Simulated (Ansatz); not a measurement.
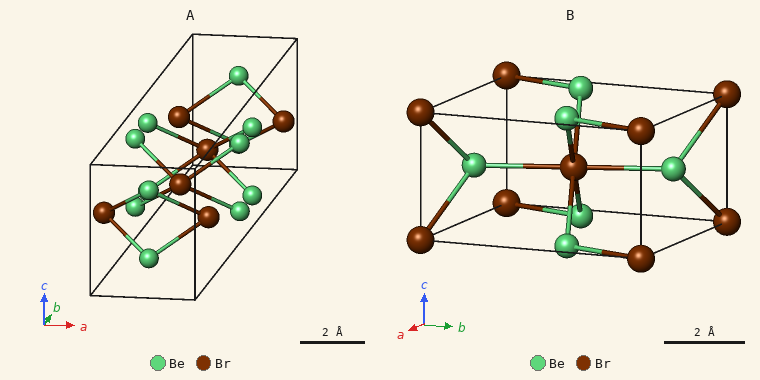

Two structures of Be$_{2}$Br, each relaxed to rest (conventional cells in solid outline, small ones repeated, not to one scale). Method: DFT PBE, scalar-relativistic, plane waves, PAW in Ansatz, without spin polarisation.

Question: What are the two structures?

Answer: A: 12 atoms a cell on a base-centred orthorhombic lattice, Cmmm. B: 6 atoms a cell on a primitive orthorhombic lattice, Pnnm.

Question: Which structure is more stable?

Answer: A is lower, by 537 meV/atom at this level of theory (energies at zero smearing). Volumes: A 21.7, B 17.7 Å³/atom.

One or both may be structure types tried for this composition rather than known phases.
